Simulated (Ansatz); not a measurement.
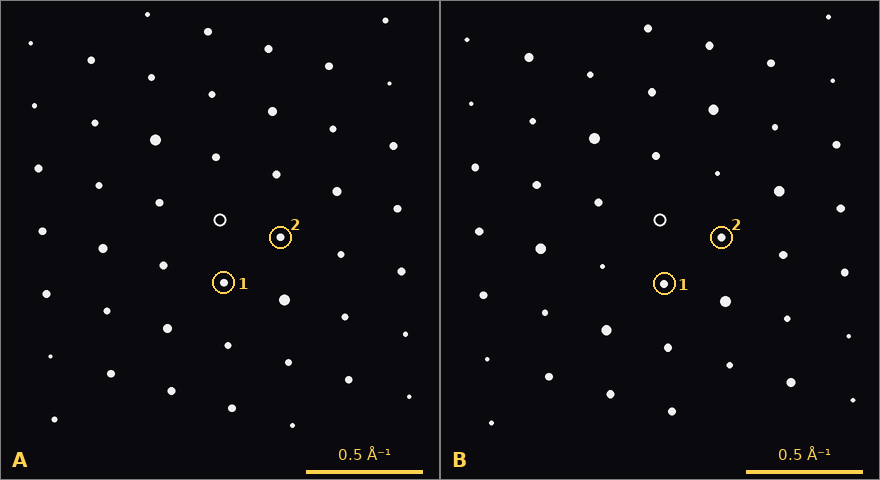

Kinematic electron diffraction patterns (120 kV, B = 0.5 Å², same scale) along [010] of the run's own cell, for the start and the end of one relaxation of ScPdC4 with Ansatz 0.2.0, DFT PBE, scalar-relativistic, plane waves, PAW. k mesh 10×10×10. The start is a generated model structure, and the relaxation ends in the nearest stationary point of its symmetry, not necessarily the ground state. Spot 1 is -1 0 0 and spot 2 is 0 0 1 in both.

Start structure:

```
Sc Pd C
1.0
     0.00000    3.11214    3.11214
     3.11214    0.00000    3.11214
     3.11214    3.11214    0.00000
Sc Pd C
1 1 4
Direct
  0.00000 0.00000 0.00000
  0.75000 0.75000 0.75000
  0.37500 0.87500 0.37500
  0.37500 0.37500 0.87500
  0.37500 0.37500 0.37500
  0.87500 0.37500 0.37500
```

### Which pattern belongs to the start structure, and which to the relaxed one?

B is the start: its cell gives d(1) = 3.594 Å, d(2) = 3.594 Å and an angle of 70.5°. A is the relaxed structure, with d(1) = 3.660 Å (+1.8 %), d(2) = 3.660 Å (+1.8 %) and 70.5°.

### Name reflections whose intensity changes strongly on relaxation.

1 0 1 goes from 3.6 to 26 % of the strongest spot; 0 0 2 goes from 31 to 16 % of the strongest spot; 2 0 2 goes from 8.2 to 16 % of the strongest spot.

### Summarise the relaxation behind the change.

The volume changed by +5.6 % to 10.61 Å³ an atom; with the mean shift removed, the atoms moved by up to 0.40 Å relative to the cell (C most); the space group stayed F-43m (No. 216); the free energy fell by 730 meV an atom. Relaxed cell: a = 4.482 Å, b = 4.482 Å, c = 4.482 Å, α = 60.00°, β = 60.00°, γ = 60.00°.
